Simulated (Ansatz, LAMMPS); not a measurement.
**Molecular dynamics of glassy 73SiO2-12SrO-7K2O-7P2O5 (mol %) (130 atoms)**

Wanted: a short trajectory of glassy 73SiO2-12SrO-7K2O-7P2O5 (mol %) (130 atoms) with its pair distributions.

Calculated with Ansatz 0.2.0; Kohn-Sham DFT, PBE, PAW (set soft_2), plane waves.

## (1) Set-up

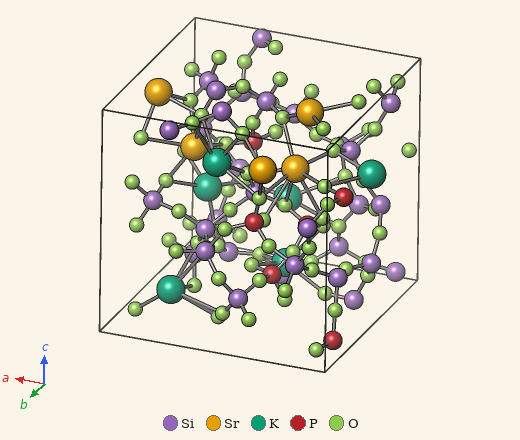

The starting structure, seen from a free direction (silicon purple, strontium orange, potassium teal, phosphorus red, oxygen green). Bonds to atoms that aren't drawn are left out. Some periodic images of atoms are drawn too.

The cell holds 130 atoms: 30 Si, 5 Sr, 6 K, 6 P and 83 O. Cell: a = 12.442 Å, b = 12.442 Å, c = 12.442 Å, α = 90.0°, β = 90.0°, γ = 90.0°. 130 atoms (30 Si, 5 Sr, 6 K, 6 P, 83 O) placed at random at 2.55 g/cm³, melted at 4000 K for 10 ps at fixed volume with the Morse and Coulomb pair potential with partial charges (Pedone, Malavasi, Menziani, Cormack and Segre, J. Phys. Chem. B 110, 11780 (2006)). Quenched from 4000 K to 300 K at 50 K/ps and fixed volume, held 10 ps at zero pressure, then minimised at fixed cell.

What the set-up can't give: The quench rate of 50 K/ps is many orders above laboratory rates, so the cell is likely richer in defects and strain than a real sample. The starting topology of bonds comes from the classical model, and needn't be the one that DFT or experiment would give. The Brillouin zone is sampled at Γ only, in a cell whose shortest periodic width is 12 Å.

## (2) Single point at the start

A single point comes first, to see the forces before anything moves.

The input, input.yaml:

```yaml
crystal:
  lattice:
    - [12.44197, 0.0, 0.0]
    - [0.0, 12.44197, 0.0]
    - [0.0, 0.0, 12.44197]
  atoms:
    - { symbol: Si, position: [0.679, 0.64884, 0.37488] }
    - { symbol: Si, position: [0.72286, 0.28516, 0.11365] }
    - { symbol: Si, position: [0.04865, 0.19834, 0.8714] }
    - { symbol: Si, position: [0.74646, 0.10106, 0.75254] }
    [... 120 atom lines left out ...]
    - { symbol: O, position: [0.0569, 0.85697, 0.68685] }
    - { symbol: O, position: [0.60185, 0.23867, 0.10581] }
    - { symbol: O, position: [0.09372, 0.55305, 0.26345] }
    - { symbol: O, position: [0.22102, 0.00717, 0.63956] }
    - { symbol: O, position: [0.14213, 0.68162, 0.67944] }
    - { symbol: O, position: [0.54504, 0.40349, 0.56735] }
kpoints:
  mp_grid: { grid: [1, 1, 1] }
hamiltonian:
  xc: pbe
scf:
  occupations: { method: fermi_dirac, width: 0.025 }
output:
  forces: true
```

Launch:

```bash
ansatz run input.yaml --threads 4 --pin off --max-ram 8192MiB --backend cpu --events-out ev --progress --plain --runs-dir out
```

Elapsed: 32 s, on 4 threads of Arm Neoverse V1, shared host; peak memory 2.8 GiB.

Read from the output:

```yaml
free_energy: -97778.9084 eV
free_energy_per_atom: -752.1454 eV/atom
scf_cycles: 9
r_m_s_force_component: 0.9905 eV/Å
longest_force: 3.928 eV/Å
fermi_energy: 5.78 eV
```

The r.m.s. force component of 0.99 eV/Å sets the starting point.

Length of the force by element:

| element | coordination | atoms | mean length of the force (eV/Å) | spread | least | most |
| --- | --- | --- | --- | --- | --- | --- |
| K | all | 6 | 0.410 | 0.206 | 0.195 | 0.757 |
| O | all | 83 | 1.50 | 0.693 | 0.276 | 3.36 |
| P | all | 6 | 2.43 | 0.959 | 0.813 | 3.93 |
| Si | all | 30 | 1.72 | 0.648 | 0.559 | 2.95 |
| Sr | all | 5 | 1.48 | 0.513 | 1.08 | 2.34 |

## (3) Dynamics at 300 K

A Langevin thermostat couples each atom to a heat bath, at the price of damped dynamics. The time step is 1.0 fs.

input.yaml: that of step 2 with these lines changed.

```diff
@@ -15 +15,8 @@
   forces: true
+md:
+  timestep: 1.0
+  n_steps: 130
+  ensemble: nvt_langevin
+  temperature: 300
+  initial_velocities: maxwell_boltzmann
+  seed: 2847
```

The job ended after 45 min (4 threads; peak memory 3.1 GiB).

The program notes that it switched symmetry off.

The trajectory, sampled:

| time (fs) | T (K) | potential (meV/atom) |
| --- | --- | --- |
| 0.0 | 298 | 0.0 |
| 9.0 | 400 | -13.7 |
| 17.0 | 406 | -18.7 |
| 26.0 | 308 | -7.7 |
| 35.0 | 312 | -5.8 |
| 43.0 | 348 | -9.9 |
| 52.0 | 375 | -13.3 |
| 61.0 | 364 | -14.7 |
| 69.0 | 345 | -14.3 |
| 78.0 | 324 | -15.3 |
| 87.0 | 331 | -14.3 |
| 95.0 | 308 | -13.4 |
| 104.0 | 323 | -14.4 |
| 113.0 | 336 | -16.9 |
| 121.0 | 361 | -17.9 |
| 130.0 | 339 | -15.4 |

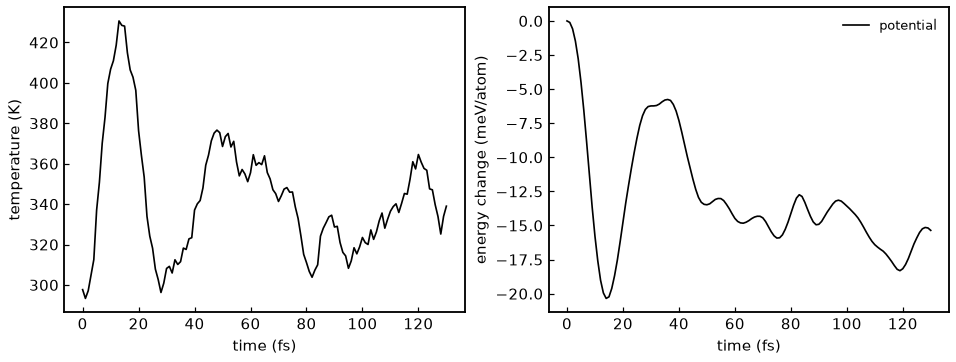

Temperature and energies against time.

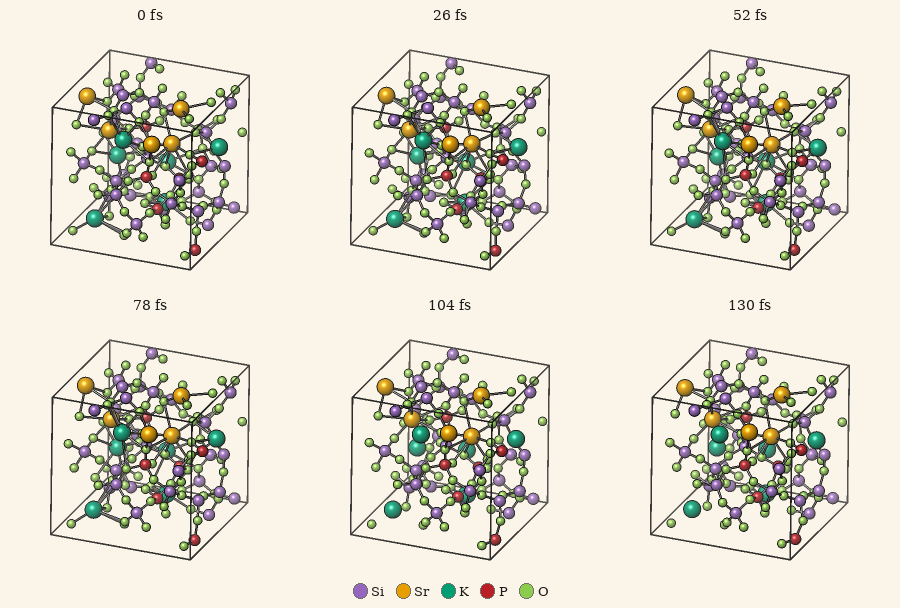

6 frames of the run. Bonds to atoms that aren't drawn are left out.

Mean square displacement from the first frame to the last: Si 0.024 Å², Sr 0.097 Å², K 0.14 Å², P 0.026 Å², O 0.064 Å².

Table of mean square displacement by time lag:

| time lag (fs) | K (Å²) | O (Å²) | P (Å²) | Si (Å²) | Sr (Å²) |
| --- | --- | --- | --- | --- | --- |
| 1.0 | 1.7e-5 | 5.2e-5 | 3.5e-5 | 3.0e-5 | 1.3e-5 |
| 6.0 | 6.2e-4 | 0.00180 | 0.00119 | 0.00102 | 4.8e-4 |
| 11.0 | 0.00205 | 0.00550 | 0.00358 | 0.00309 | 0.00158 |
| 19.0 | 0.00599 | 0.0131 | 0.00813 | 0.00713 | 0.00459 |
| 25.0 | 0.0102 | 0.0187 | 0.0110 | 0.00964 | 0.00771 |
| 30.0 | 0.0146 | 0.0231 | 0.0129 | 0.0112 | 0.0108 |
| 35.0 | 0.0196 | 0.0273 | 0.0145 | 0.0123 | 0.0142 |
| 41.0 | 0.0266 | 0.0319 | 0.0162 | 0.0135 | 0.0186 |
| 46.0 | 0.0332 | 0.0353 | 0.0177 | 0.0144 | 0.0225 |
| 54.0 | 0.0451 | 0.0395 | 0.0205 | 0.0162 | 0.0289 |
| 59.0 | 0.0533 | 0.0418 | 0.0226 | 0.0176 | 0.0330 |
| 65.0 | 0.0637 | 0.0447 | 0.0258 | 0.0196 | 0.0381 |

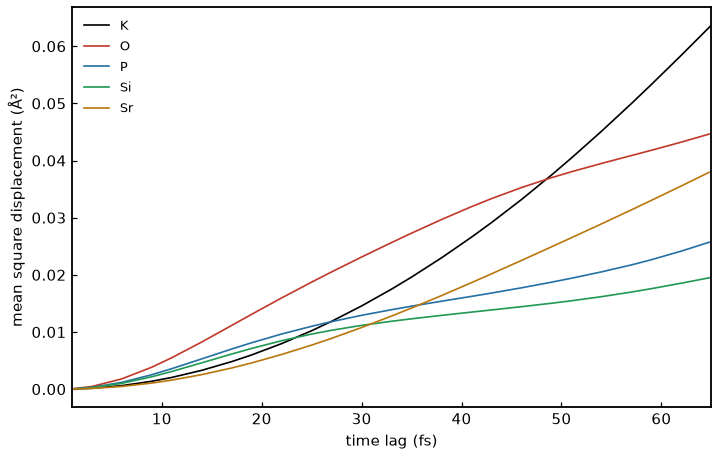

Mean square displacement, plotted against time lag.

Over the second half of 130 fs the temperature averages 334 K with swings of 15 K r.m.s. From first frame to last K has the largest mean square displacement, 0.14 Å² at the end; the farthest move is 0.67 Å. The run spans 0.13 ps, too short for its means to be equilibrium values.

## (4) Structure statistics late in the run

The g(r) is a mean over the second half; what follows it is taken at the last frame.

Bonds before and after, by the cutoffs listed below:

| pair | bonds before | bonds after | mean before (Å) | mean after (Å) | spread before (Å) | spread after (Å) |
| --- | --- | --- | --- | --- | --- | --- |
| O-Si | 120 | 120 | 1.617 | 1.642 | 0.035 | 0.041 |
| O-K | 49 | 53 | 3.076 | 3.091 | 0.284 | 0.285 |
| O-P | 24 | 24 | 1.526 | 1.568 | 0.027 | 0.061 |

Density 2.61 g/cm³, 14.82 Å³ an atom.

Mean of 15 frames. g(r), total and by pair (bins of 0.2 Å):

| r (Å) | total | O-O | O-Si | O-K | O-P | O-Sr | Si-Si |
| --- | --- | --- | --- | --- | --- | --- | --- |
| 1.40 | 0.16 | 0.00 | 0.00 | 0.00 | 2.75 | 0.00 | 0.00 |
| 1.60 | 4.45 | 0.00 | 12.64 | 0.00 | 12.27 | 0.00 | 0.00 |
| 1.80 | 0.33 | 0.00 | 1.08 | 0.00 | 0.14 | 0.00 | 0.00 |
| 2.00 | 0.00 | 0.00 | 0.00 | 0.00 | 0.00 | 0.00 | 0.00 |
| 2.20 | 0.03 | 0.01 | 0.00 | 0.02 | 0.00 | 0.56 | 0.00 |
| 2.40 | 0.40 | 0.59 | 0.00 | 0.30 | 0.00 | 2.83 | 0.00 |
| 2.60 | 1.99 | 4.28 | 0.04 | 1.21 | 0.00 | 3.12 | 0.00 |
| 2.80 | 1.17 | 2.35 | 0.03 | 1.74 | 0.22 | 0.87 | 0.65 |
| 3.00 | 0.75 | 0.58 | 0.16 | 2.19 | 0.43 | 0.66 | 3.73 |
| 3.20 | 0.77 | 0.48 | 0.41 | 1.58 | 0.28 | 0.22 | 4.00 |
| 3.40 | 0.76 | 0.64 | 1.02 | 1.17 | 0.93 | 0.32 | 0.32 |
| 3.60 | 0.90 | 0.67 | 1.29 | 0.73 | 1.06 | 0.44 | 0.00 |
| 3.80 | 1.07 | 0.74 | 1.48 | 1.01 | 1.51 | 0.70 | 0.22 |
| 4.00 | 1.23 | 0.74 | 1.94 | 0.59 | 1.77 | 1.23 | 0.72 |
| 4.20 | 1.29 | 0.86 | 2.01 | 0.71 | 1.58 | 0.91 | 0.58 |
| 4.40 | 0.96 | 0.89 | 1.05 | 1.01 | 0.72 | 1.17 | 1.15 |
| 4.60 | 0.89 | 1.01 | 0.61 | 1.22 | 1.08 | 1.04 | 1.24 |
| 4.80 | 1.06 | 1.36 | 0.64 | 1.35 | 1.02 | 1.12 | 1.07 |
| 5.00 | 1.16 | 1.48 | 0.76 | 0.98 | 0.78 | 1.44 | 1.28 |
| 5.20 | 1.06 | 1.31 | 0.66 | 1.20 | 0.85 | 1.02 | 1.66 |
| 5.40 | 0.95 | 1.00 | 0.85 | 1.33 | 0.83 | 0.98 | 1.09 |
| 5.60 | 0.93 | 0.82 | 0.94 | 1.25 | 0.90 | 1.22 | 1.17 |
| 5.80 | 0.88 | 0.74 | 1.04 | 0.97 | 0.95 | 0.77 | 0.91 |
| 6.00 | 0.92 | 0.83 | 1.19 | 0.70 | 0.63 | 0.65 | 0.87 |

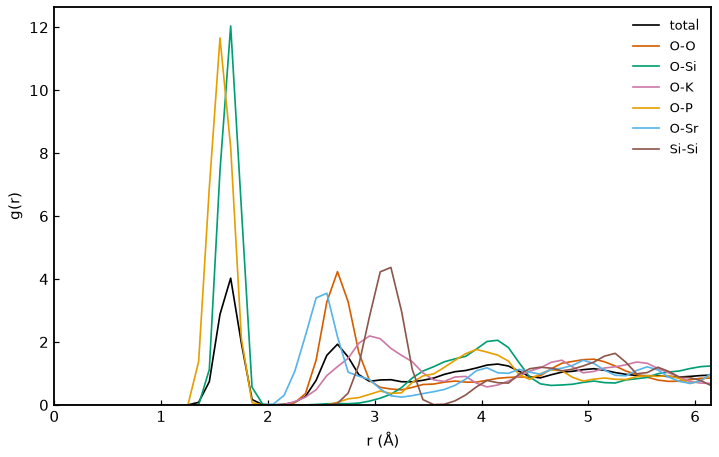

Pair distribution functions, lightly smoothed.

Bonds by pair of elements; cutoffs follow the first minimum of g(r), held within bounds set by covalent radii, and pairs that aren't listed don't count as bonded:

| pair A-B | cutoff (Å) | bonds | mean length (Å) | spread (Å) | shortest (Å) | B about A | A about B |
| --- | --- | --- | --- | --- | --- | --- | --- |
| O-Si | 2.12 | 120 | 1.64 | 0.041 | 1.55 | 1.45 | 4 |
| O-K | 3.58 | 53 | 3.09 | 0.285 | 2.50 | 0.639 | 8.83 |
| O-P | 2.08 | 24 | 1.57 | 0.061 | 1.48 | 0.289 | 4 |
| O-Sr | 3.05 | 29 | 2.59 | 0.21 | 2.21 | 0.349 | 5.8 |

The cutoff for O-Sr falls short of the minimum of g(r), so counts run low and odd coordinations can be artefacts.

How many atoms have how many bonded neighbours:

| element | mean | 2 | 3 | 4 | 5 | 6 | 7 | 9 | 10 |
| --- | --- | --- | --- | --- | --- | --- | --- | --- | --- |
| K | 8.83 | 0 | 0 | 0 | 0 | 0 | 2 | 1 | 3 |
| O | 2.72 | 31 | 44 | 8 | 0 | 0 | 0 | 0 | 0 |
| P | 4 | 0 | 0 | 6 | 0 | 0 | 0 | 0 | 0 |
| Si | 4 | 0 | 0 | 30 | 0 | 0 | 0 | 0 | 0 |
| Sr | 5.8 | 0 | 0 | 1 | 1 | 1 | 2 | 0 | 0 |

Bond angles (no mean is given where the spread exceeds 20°):

| angle | count | mean (°) | spread (°) |
| --- | --- | --- | --- |
| O-Si-O | 180 | 109 | 5.8 |
| O-Sr-O | 73 | - | - |
| K-O-Si | 71 | 103 | 17.3 |
| Si-O-Si | 49 | 145 | 14.9 |

Oxygen atoms by the number of network formers (Si, P, Ge, B, Al, As, Ga) bound to them:

| network formers bound to O | O atoms | per cent |
| --- | --- | --- |
| 0 | 0 | 0 |
| 1 | 22 | 26.5 |
| 2 | 61 | 73.5 |

Network units: each former by its oxygen neighbours and how many of them bridge to another former:

| former | O neighbours | bridging O | atoms |
| --- | --- | --- | --- |
| Si | 4 | 2 | 1 |
| Si | 4 | 3 | 9 |
| Si | 4 | 4 | 20 |
| P | 4 | 2 | 5 |
| P | 4 | 3 | 1 |

Bond length by coordination (bonds to H left out):

| element | coordination | atoms | mean bond length (Å) |
| --- | --- | --- | --- |
| K | 7 | 2 | 3.09 |
| K | 9 | 1 | 3.14 |
| K | 10 | 3 | 3.08 |
| O | 2 | 31 | 1.70 |
| O | 3 | 44 | 2.2 |
| O | 4 | 8 | 2.44 |
| Sr | 4 | 1 | 2.52 |
| Sr | 5 | 1 | 2.47 |
| Sr | 6 | 1 | 2.65 |
| Sr | 7 | 2 | 2.63 |

Rings of the network by King's shortest-path rule, up to 12 atoms, one path for each pair of neighbours; H, halogens, alkali and alkaline-earth atoms are left out, and the last column divides by all other atoms, bonded or not:

| ring size (atoms) | rings | per network atom |
| --- | --- | --- |
| 8 | 3 | 0.025 |
| 10 | 10 | 0.084 |
| 12 | 9 | 0.076 |

For some of the pairs, g(r) has its first main peak near 2.7 Å (O-O), 1.6 Å (O-Si), 2.9 Å (O-K), 1.6 Å (O-P), 2.5 Å (O-Sr) and 3.1 Å (Si-Si). The O-Si-O angle averages 109° with a spread of 6°. 74 % of the oxygens bridge two formers (Si and P) and 26 % are non-bridging. The commonest Si unit has 4 oxygens, 4 of them shared with other formers (20 of 30 atoms). Rings of 10 atoms are the most common (45 % of those counted); sizes run from 8 to 12, where the search stops.

(Continued in part 2 of 2.)

[Logs are printed without paths, hosts, clocks, repeated set-up lines and the standing remarks that a program may print on its own settings, such as how far it seeks lower states.]

[Hosts, paths, dates, database ids (printed as entryN), source tags and the programs' standing remarks are cut or masked in the printed files.]
